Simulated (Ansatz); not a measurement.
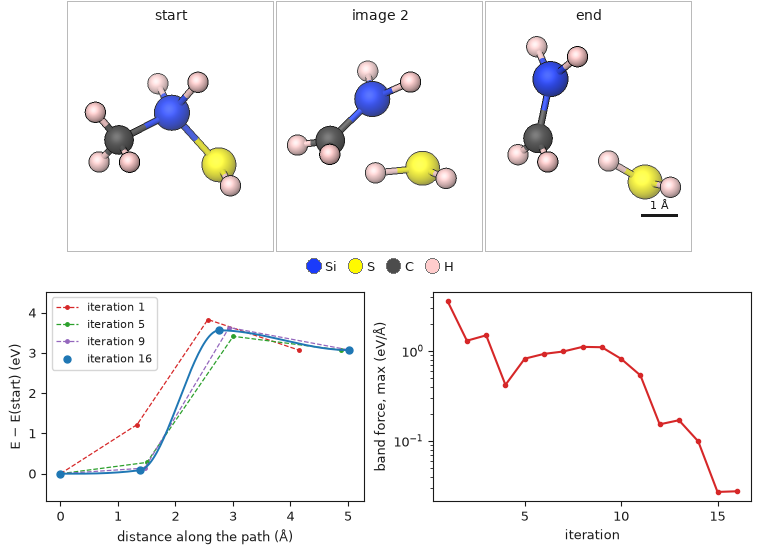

A search for the minimum-energy path of CH6SSi by the nudged elastic band. Images are numbered from 0 (start) to 3 (end). The plot follows the band through its iterations. Style: ball-and-stick. Shown from a free direction.

All numbers below come from Ansatz 0.2.0, RKS PBE0-D4/6-31G*. Set-up: 2 movable images; climbing image; force threshold 0.03 eV/Å; iteration limit 60; starting path through a guess of the saddle point.

**How did the profile develop, and is the result final?**

The run is converged, with reservations. The band converged in 16 iterations. The largest component of the band force went from 3.6 to 0.028 eV/Å. The climbing image converged on the top of the path. Its curvatures weren't checked. So few images resolve the path coarsely. The first iteration put the highest image at 3.83 eV. The energy climbs by 3.56 eV to image 2 and then falls by 0.49 eV, so the end point sits at +3.07 eV.
